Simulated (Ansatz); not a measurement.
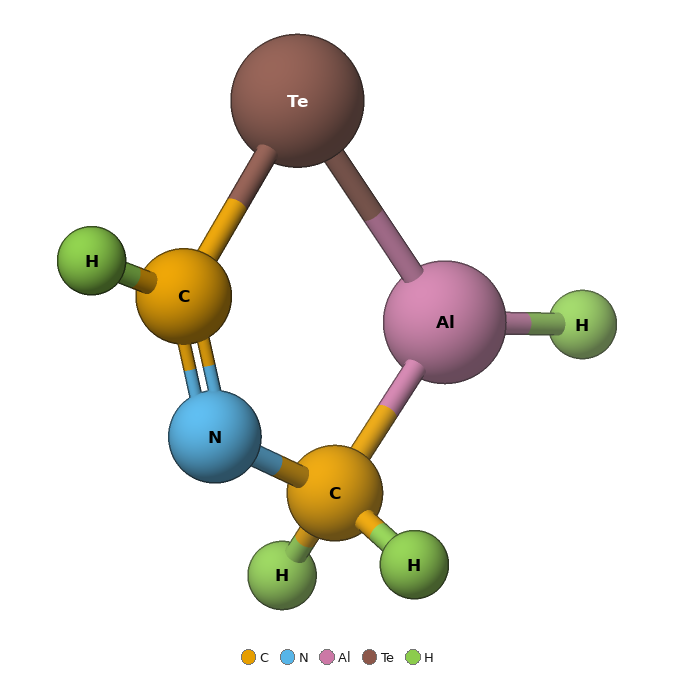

Ball-and-stick drawing of a structure. Double and triple bonds are drawn as two and three sticks.

Question: Count the atoms of each element.

Answer: C₂H₄AlNTe, 9 atoms: 2 carbon, 4 hydrogen, 1 aluminium, 1 nitrogen and 1 tellurium.

Question: How many atoms are distinct by symmetry?

Answer: 8: 1 C, 1 N, 1 C, 1 Al, 1 Te, 1 H, 2 H, 1 H.

Question: What is its SMILES?

Answer: C1=N[CH2][AlH][Te]1

Question: How many bonds of each kind are drawn?

Answer: 3 C–H, 2 C–N, 1 C–Al, 1 Al–Te, 1 C–Te, 1 Al–H.

More results for the same structure follow; atom numbers are the same in all pictures, views and colours differ. The computed structure is the end point of a PBE0-D4/def2-TZVP optimisation.

Shape

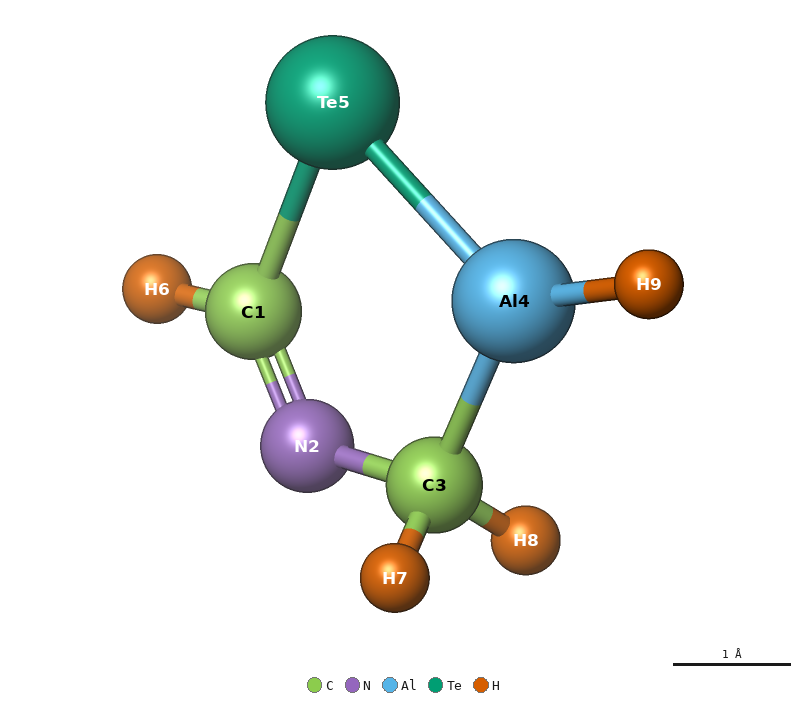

The atoms are numbered.

List the bonds and their lengths.

```csv
bond,length (Å)
C1–N2,1.248
C1–Te5,2.187
C1–H6,1.088
N2–C3,1.441
C3–Al4,1.989
C3–H7,1.097
C3–H8,1.097
Al4–Te5,2.493
Al4–H9,1.580
```

Dipole moment

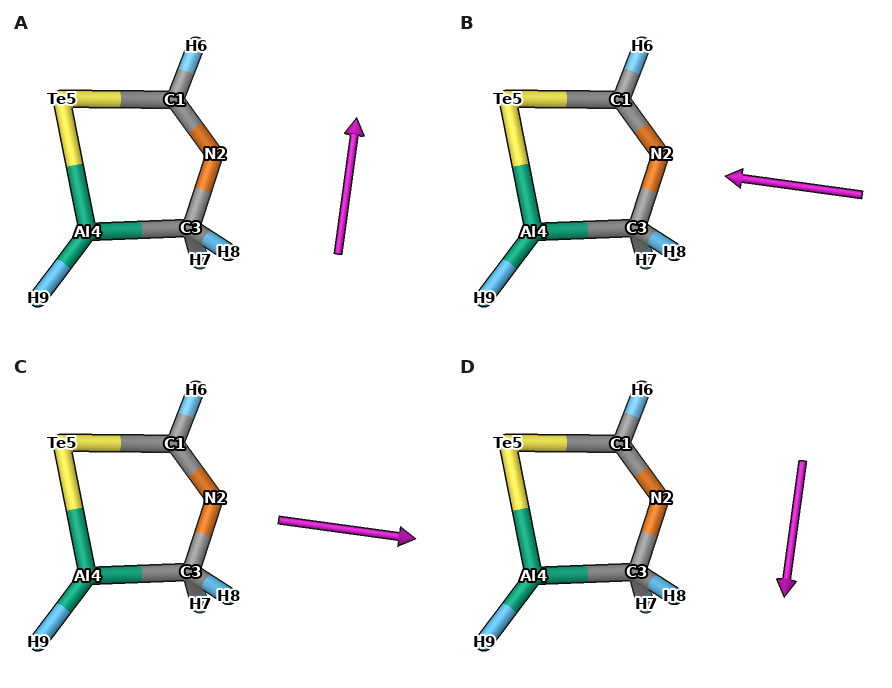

The same molecule four times, each with an arrow. Properties computed with RKS ωB97M-V/def2-TZVPP, core potentials on Te (Ansatz 0.2.0).

Question: Which arrow points along the dipole moment, from the negative to the positive end?

Answer: D. The dipole moment is 1.22 D; it points from the side of H6 to the side of H9 (the outermost atoms at the two ends).

Charges

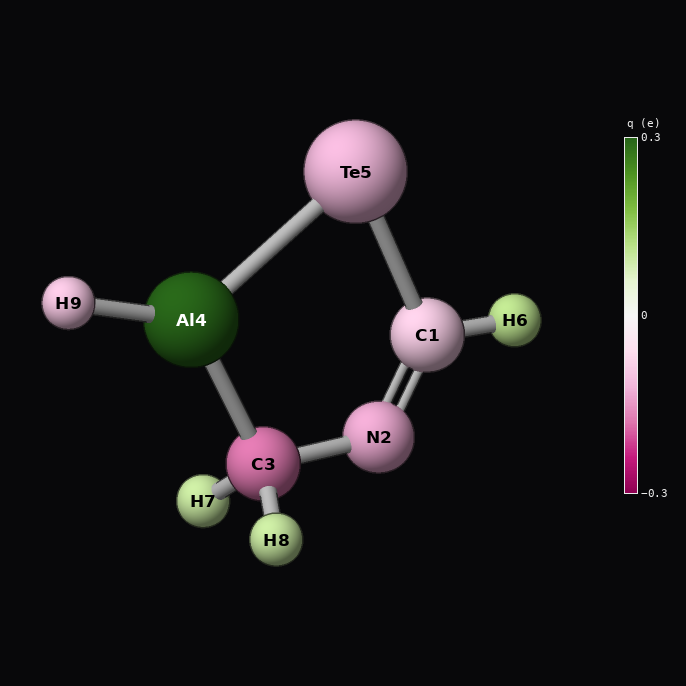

Atoms are coloured by their Mulliken charges. Method: RKS PBE-D4/def2-TZVPP, core potentials on Te (Ansatz 0.2.0).

Give the Mulliken charges atom by atom.

```
atom  value (e)
  C1      −0.09
  N2      −0.13
  C3      −0.18
 Al4       0.30
 Te5      −0.12
  H6       0.11
  H7       0.10
  H8       0.10
  H9      −0.09
```

Thermal motion

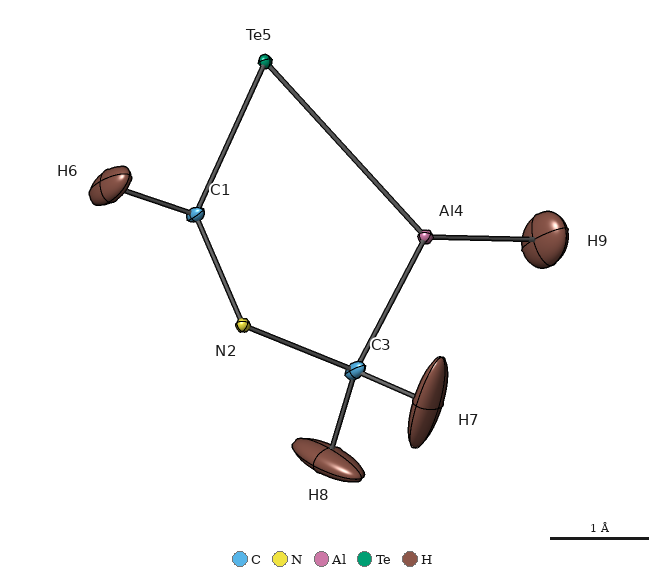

Displacement ellipsoids at the 50 % level, from the internal vibrations of the free molecule (harmonic, no overall translation or rotation; no half-axis is drawn under 0.075 Å). Vibrations computed with RKS PBE0-D4/def2-TZVP, core potentials on Te (Ansatz 0.2.0). Temperature: 200 K.

Question: Which atom has the largest mean-square displacement?

Answer: H7, H8, with U_eq = 0.0476 Å².

Question: Does H8 move more along its bond or across it?

Answer: Across it: the root-mean-square amplitude is 0.112 Å along the bond and up to 0.344 Å across, since bending and torsion are softer than stretching.

List U_eq and the three principal root-mean-square amplitudes for each kind of atom.

| atom | U_eq (Å²) | rms amplitudes (Å) |
| --- | --- | --- |
| C1 | 0.0038 | 0.043, 0.050, 0.084 |
| N2 | 0.0021 | 0.036, 0.045, 0.054 |
| C3 | 0.0047 | 0.035, 0.055, 0.100 |
| Al4 | 0.0021 | 0.036, 0.041, 0.057 |
| Te5 | 0.00015 | 0.008, 0.012, 0.015 |
| H6 | 0.0224 | 0.083, 0.124, 0.212 |
| H7, H8 | 0.0476 | 0.090, 0.128, 0.344 |
| H9 | 0.0316 | 0.099, 0.183, 0.227 |

Mulliken values depend strongly on the basis set and can even reverse the polarity of a bond.
